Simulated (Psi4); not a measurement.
# HS (SMILES [SH]): UMP2/jun-cc-pVDZ (density fitting, density fitting for correlation, sweep point 2)

What is the vertical doublet–quartet gap of HS at UMP2/jun-cc-pVDZ (density fitting, density fitting for correlation, sweep point 2)? 

The calculation is run with Psi4 1.11.

## 1. The system as given

HS: 2 atoms, total charge 0, spin state doublet. SMILES: `[SH]`. The shape is that of a PBE0-D4/def2-TZVP optimisation.

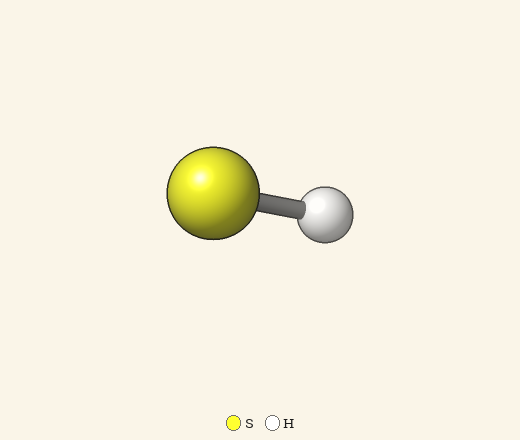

The structure, seen from a chosen angle (sulfur yellow, hydrogen white).

## 2. The energy at UMP2/jun-cc-pVDZ (density fitting, density fitting for correlation, sweep point 2)

The input, calc.in:

```
memory 1600 mb

molecule m {
  0 2
  S      1.08576104    -0.35490946     0.55833848
  H     -1.08576104     0.35490946    -0.55833848
  units au
  symmetry c1
}

set basis jun-cc-pVDZ
set reference uhf
set puream true
set scf_type df
set num_frozen_docc 5
set maxiter 100

energy_value, wavefunction = energy('mp2', return_wfn=True)
```

Command:

```console
psi4 calc.in calc.out -n 1
```

calc.out:

```text
[...]
  Running in c1 symmetry.
[...]
  Nuclear repulsion =    6.292039457369341
[...]
  Multiplicity = 2
[...]
  Nalpha       = 9
  Nbeta        = 8
[...]
    Number of basis functions: 27
[...]
   @DF-UHF iter   1:  -398.07391741530159   -4.21243e-01   5.00499e-03 ADIIS/DIIS
[...]
   @DF-UHF iter  12:  -398.09102020235912   -7.95808e-13   5.43182e-09 DIIS
[...]
   @S^2 Observed:                7.590777981E-01
[...]
    Orbital Energies [Eh]
    ---------------------
    Alpha Occupied:
       1A    -91.993716     2A     -8.994978     3A     -6.690666
       4A     -6.672820     5A     -6.669643     6A     -0.990701
       7A     -0.552135     8A     -0.469367     9A     -0.402886
    Alpha Virtual:
      10A      0.098329    11A      0.112989    12A      0.114422
      13A      0.124141    14A      0.188068    15A      0.614341
      16A      0.721625    17A      0.764081    18A      0.769972
      19A      0.778880    20A      0.781216    21A      0.808947
      22A      0.811502    23A      0.894802    24A      1.244114
      25A      1.668817    26A      1.684533    27A      2.332046
[...]
  @DF-UHF Final Energy:  -398.09102020235912
   => Energetics <=
    Nuclear Repulsion Energy =              6.2920394573693414
    One-Electron Energy =                -562.5698924437583628
    Two-Electron Energy =                 158.1868327840298605
    Total Energy =                       -398.0910202023591182
  UHF NO Occupations:
  HONO-2 :    7  A 1.9997603
  HONO-1 :    8  A 1.9958691
[...]
 Multipole Moments:
 ------------------------------------------------------------------------------------
     Multipole            Electronic (a.u.)      Nuclear  (a.u.)        Total (a.u.)
 ------------------------------------------------------------------------------------
 L = 1.  Multiply by 2.5417464519 to convert [e a0] to [Debye]
 Dipole X            :         -0.0000000            0.0000000           -0.0000000
 Dipole Y            :         -0.0000000           -0.0000000           -0.0000000
 Dipole Z            :          0.8016725           -1.2218637           -0.4201912
 Magnitude           :                                                    0.4201912
[...]
```

Wall time 3.9 s (1 thread of Intel Xeon at 2.70GHz, shared host); peak memory 0.24 GiB.

## 3. The quartet at the same level

The input, input.dat:

```
memory 1600 MB

molecule m {
  0 4
  S      1.08576104    -0.35490946     0.55833848
  H     -1.08576104     0.35490946    -0.55833848
  units bohr
  symmetry c1
}

set {
  basis           jun-cc-pVDZ
  reference       uhf
  puream          true
  scf_type        df
  num_frozen_docc 5
  maxiter         100
}

energy('mp2')
```

Command:

```console
psi4 -n 1 input.dat output.dat
```

output.dat:

```text
[...]
  Running in c1 symmetry.
[...]
  Nuclear repulsion =    6.292039457369341
[...]
  Multiplicity = 4
[...]
  Nalpha       = 10
  Nbeta        = 7
[...]
    Number of basis functions: 27
[...]
   @DF-UHF iter   1:  -397.87441107096748   -2.21737e-01   5.43532e-03 ADIIS/DIIS
[...]
   @DF-UHF iter  14:  -397.89689803602153   -1.93268e-12   4.84906e-09 DIIS
[...]
   @S^2 Observed:                3.759723095E+00
[...]
    Orbital Energies [Eh]
    ---------------------
    Alpha Occupied:
       1A    -92.083856     2A     -9.087624     3A     -6.777156
       4A     -6.777156     5A     -6.760253     6A     -1.106919
       7A     -0.631420     8A     -0.553371     9A     -0.553371
      10A     -0.158218
    Alpha Virtual:
      11A      0.094819    12A      0.094819    13A      0.094933
      14A      0.114312    15A      0.583175    16A      0.658274
      17A      0.658274    18A      0.661555    19A      0.661555
      20A      0.710565    21A      0.710565    22A      0.744038
      23A      0.826693    24A      1.180718    25A      1.670004
[...]
  @DF-UHF Final Energy:  -397.89689803602153
   => Energetics <=
    Nuclear Repulsion Energy =              6.2920394573693414
    One-Electron Energy =                -561.1517587497623936
    Two-Electron Energy =                 156.9628212563715408
    Total Energy =                       -397.8968980360215255
  UHF NO Occupations:
  HONO-2 :    8  A 1.0000000
  HONO-1 :    9  A 1.0000000
[...]
 Multipole Moments:
 ------------------------------------------------------------------------------------
     Multipole            Electronic (a.u.)      Nuclear  (a.u.)        Total (a.u.)
 ------------------------------------------------------------------------------------
 L = 1.  Multiply by 2.5417464519 to convert [e a0] to [Debye]
 Dipole X            :         -0.0000000            0.0000000           -0.0000000
 Dipole Y            :          0.0000000           -0.0000000            0.0000000
 Dipole Z            :          1.8164970           -1.2218637            0.5946333
 Magnitude           :                                                    0.5946333
[...]
```

Wall time 3.9 s (1 thread of Intel Xeon at 2.70GHz, shared host); peak memory 0.24 GiB.

## 4. Summary of results

At UMP2/jun-cc-pVDZ (density fitting, density fitting for correlation, sweep point 2), 5 core orbitals frozen:

```
                                                           quantity          value
                                              doublet: total energy  -398.20391 Eh
doublet: HOMO energy (Hartree–Fock orbitals) (highest over α and β)      -10.29 eV
 doublet: LUMO energy (Hartree–Fock orbitals) (lowest over α and β)       -0.18 eV
               doublet: correlation energy (5 core orbitals frozen)     -112.9 mEh
                         doublet: ⟨S²⟩ of the reference determinant          0.759
                                              quartet: total energy  -397.99594 Eh
quartet: HOMO energy (Hartree–Fock orbitals) (highest over α and β)       -4.31 eV
 quartet: LUMO energy (Hartree–Fock orbitals) (lowest over α and β)       -1.02 eV
               quartet: correlation energy (5 core orbitals frozen)      -99.0 mEh
                         quartet: ⟨S²⟩ of the reference determinant          3.760
                   vertical energy of the quartet above the doublet       5.659 eV
```

**Reading.** At this shape the quartet lies 5.66 eV (131 kcal/mol) above the doublet.
